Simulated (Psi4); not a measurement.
# Run report: GeHF$_{2}$ (charge −1), single-point calculation

- system: GeHF$_{2}$, charge −1
- method: PBE/cc-pVDZ, RKS (Psi4 1.11)

The geometry is that of the parent species in another charge or spin state. The geometry comes from this level: PBE0-D4/def2-TZVP.

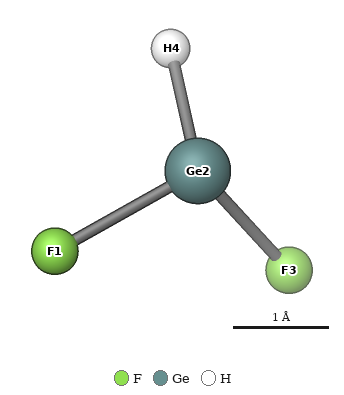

The structure (ball-and-stick view, seen at a tilt; atoms are numbered from 1 in the order of the input). Sticks mark near contacts. Bond lengths as drawn: F–Ge 1.73 Å and Ge–H 1.56 Å.

Input (input.in):
```
memory 1600 mb

molecule {
  -1 1
  F     -0.250300    -0.050400     1.551900
  Ge     0.499400    -0.086500    -0.009500
  F     -0.446800    -1.234800    -0.896800
  H      0.253200     1.311400    -0.665800
  symmetry c1
}

set {
  basis cc-pVDZ
  puream true
  scf_type pk
  dft_radial_points 150
  dft_spherical_points 974
}

energy("pbe")
```

Launch command:
```bash
psi4 -i input.in -o input.out -n 1
```

The program's output:
```
Psi4 1.11 release

   => Loading Basis Set <=

    Name: CC-PVDZ
    Role: ORBITAL
    Keyword: BASIS

         ---------------------------------------------------------
                                   SCF
                              RKS Reference
                        1 Threads,   1525 MiB Core
         ---------------------------------------------------------

  ==> Geometry <==

    Molecular point group: c1
    Full point group: C1

    Geometry (in Angstrom), charge = -1, multiplicity = 1:

       Center              X                  Y                   Z               Mass
    ------------   -----------------  -----------------  -----------------  -----------------
         F           -0.462188060081     0.210738424457     1.453848076324    18.998403162730
         GE           0.287511939919     0.174638424457    -0.107551923676    73.921177761000
         F           -0.658688060081    -0.973661575543    -0.994851923676    18.998403162730
         H            0.041311939919     1.572538424457    -0.763851923676     1.007825032230

  Running in c1 symmetry.

  Rotational constants: A =      0.53067  B =      0.23263  C =      0.16757 [cm^-1]
  Rotational constants: A =  15909.00696  B =   6974.04398  C =   5023.51507 [MHz]
  Nuclear repulsion =  206.082072780868685

  Charge       = -1
  Multiplicity = 1
  Electrons    = 52
  Nalpha       = 26
  Nbeta        = 26

  ==> Algorithm <==

  SCF Algorithm Type is PK.
  DIIS enabled.
  MOM disabled.
  Fractional occupation disabled.
  Guess Type is SAD.
  Energy threshold   = 1.00e-06
  Density threshold  = 1.00e-06
  Integral threshold = 1.00e-12

  ==> Primary Basis <==

  Basis Set: CC-PVDZ
    Blend: CC-PVDZ
    Number of shells: 26
    Number of basis functions: 60
    Number of Cartesian functions: 64
    Spherical Harmonics?: true
    Max angular momentum: 2

  ==> DFT Potential <==

   => LibXC <=

    Version 7.1.2

   => Composite Functional: PBE <=

    PBE GGA Exchange-Correlation Functional

    Deriv               =              1
    GGA                 =           TRUE
    Meta                =          FALSE

    Exchange Hybrid     =          FALSE
    MP2 Hybrid          =          FALSE

   => Exchange Functionals <=

    1.0000     XC_GGA_X_PBE

   => Correlation Functionals <=

    1.0000     XC_GGA_C_PBE

   => LibXC Density Thresholds  <==

    XC_GGA_C_PBE:  1.00E-12
    XC_GGA_X_PBE:  1.00E-15

   => Molecular Quadrature <=

    Radial Scheme          =       TREUTLER
    Pruning Scheme         =           NONE
    Nuclear Scheme         =       TREUTLER

    Blocking Scheme        =         OCTREE
    BS radius alpha        =              1
    Pruning alpha          =              1
    Radial Points          =            150
    Spherical Points       =            974
    Total Points           =         555247
    Total Blocks           =           3886
    Max Points             =            256
    Max Functions          =             60
    Weights Tolerance      =       1.00E-15

  ==> Integral Setup <==

  Using in-core PK algorithm.
   Calculation information:
      Number of atoms:                   4
      Number of AO shells:              26
      Number of primitives:            139
      Number of atomic orbitals:        64
      Number of basis functions:        60

      Integral cutoff                 1.00e-12
      Number of threads:                 1

  Performing in-core PK
  Using 3350730 doubles for integral storage.
  We computed 60659 shell quartets total.
  Whereas there are 61776 unique shell quartets.

  ==> DiskJK: Disk-Based J/K Matrices <==

    J tasked:                  Yes
    K tasked:                   No
    wK tasked:                  No
    Memory [MiB]:              351
    Schwarz Cutoff:          1E-12

  Cached 100.0% of DFT collocation blocks in 0.774 [GiB].

  Minimum eigenvalue in the overlap matrix is 3.3597712794E-02.
  Reciprocal condition number of the overlap matrix is 1.0751812397E-02.
    Using symmetric orthogonalization.

  ==> Pre-Iterations <==

  SCF Guess: Superposition of Atomic Densities via on-the-fly atomic UHF (no occupation information).

   -------------------------
    Irrep   Nso     Nmo
   -------------------------
     A         60      60
   -------------------------
    Total      60      60
   -------------------------

  ==> Iterations <==

                        Total Energy        Delta E     RMS |[F,P]|

   @RKS iter SAD: -2273.27195080728097   -2.27327e+03   0.00000e+00
   @RKS iter   1: -2276.12967620126210   -2.85773e+00   1.85994e-02 ADIIS/DIIS
   @RKS iter   2: -2276.12891434200492    7.61859e-04   2.40188e-02 ADIIS/DIIS
   @RKS iter   3: -2276.82210649083527   -6.93192e-01   1.10222e-03 ADIIS/DIIS
   @RKS iter   4: -2276.82369862218866   -1.59213e-03   7.91997e-04 ADIIS/DIIS
   @RKS iter   5: -2276.82430792255400   -6.09300e-04   3.26264e-04 ADIIS/DIIS
   @RKS iter   6: -2276.82446789227834   -1.59970e-04   4.12649e-05 DIIS
   @RKS iter   7: -2276.82447323888618   -5.34661e-06   8.49739e-06 DIIS
   @RKS iter   8: -2276.82447348295409   -2.44068e-07   7.04087e-07 DIIS
  Energy and wave function converged.

  ==> Post-Iterations <==

   Electrons on quadrature grid:
      Ntotal   =   52.0000000967 ; deviation = 9.674e-08

    Orbital Energies [Eh]
    ---------------------

    Doubly Occupied:

       1A   -396.840192     2A    -48.948224     3A    -43.562894
       4A    -43.562598     5A    -43.561898     6A    -23.996587
       7A    -23.996577     8A     -5.739443     9A     -3.956679
      10A     -3.954431    11A     -3.949694    12A     -0.883038
      13A     -0.869806    14A     -0.854769    15A     -0.853725
      16A     -0.851871    17A     -0.797087    18A     -0.772591
      19A     -0.246261    20A     -0.145418    21A     -0.133202
      22A     -0.112146    23A     -0.088043    24A     -0.084455
      25A     -0.073256    26A      0.082224

    Virtual:

      27A      0.229076    28A      0.237442    29A      0.285422
      30A      0.437424    31A      0.486919    32A      0.528663
      33A      0.541595    34A      0.638012    35A      0.639785
      36A      0.658047    37A      0.702208    38A      0.857738
      39A      0.991509    40A      1.354062    41A      1.385274
      42A      1.405221    43A      1.427128    44A      1.450177
      45A      1.479060    46A      1.642576    47A      1.645313
      48A      2.016673    49A      2.311202    50A      2.382805
      51A      3.693731    52A      3.711587    53A      3.715667
      54A      3.718479    55A      3.724301    56A      3.756410
      57A      3.763654    58A      3.812451    59A      3.881971
      60A      3.914103

    Final Occupation by Irrep:
              A
    DOCC [    26 ]
    NA   [    26 ]
    NB   [    26 ]

  @RKS Final Energy: -2276.82447348295409

   => Energetics <=

    Nuclear Repulsion Energy =            206.0820727808686854
    One-Electron Energy =               -3598.0088518447673778
    Two-Electron Energy =                1215.2530414339873914
    DFT Exchange-Correlation Energy =    -100.1507358530423915
    Empirical Dispersion Energy =           0.0000000000000000
    VV10 Nonlocal Energy =                  0.0000000000000000
    Total Energy =                      -2276.8244734829540903

Computation Completed

Properties will be evaluated at   0.000000,   0.000000,   0.000000 [a0]

Properties computed using the SCF density matrix

 Multipole Moments:

 ------------------------------------------------------------------------------------
     Multipole            Electronic (a.u.)      Nuclear  (a.u.)        Total (a.u.)
 ------------------------------------------------------------------------------------

 L = 1.  Multiply by 2.5417464519 to convert [e a0] to [Debye]
 Dipole X            :          1.3397680           -1.5990694           -0.2593014
 Dipole Y            :         -0.5551199            0.5568260            0.0017062
 Dipole Z            :          0.1607571           -0.1408755            0.0198816
 Magnitude           :                                                    0.2600681

 ------------------------------------------------------------------------------------

	total time  =         11 seconds =       0.18 minutes

    Psi4 run time: 0:00:11.00
```

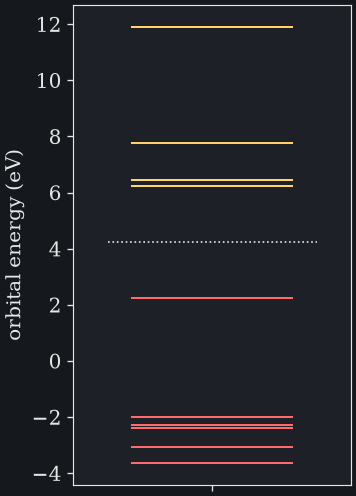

Orbital energies near the frontier; the dotted line parts filled from empty levels, and levels within 0.02 eV of each other stand side by side. Highest filled 2.24 eV, lowest empty 6.23 eV, 3.99 eV apart.

Key numbers:

```tsv
quantity	value
outcome	converged
total energy	−2276.824473 hartree
basis functions	60
HOMO	2.24 eV
LUMO	6.23 eV
hardware	1 thread of Intel Xeon (Granite Rapids), 64 GiB of memory available, shared host
wall time	12 s
peak memory	1.3 GiB
```

The record of the run, not the program, notes: unbound anion.
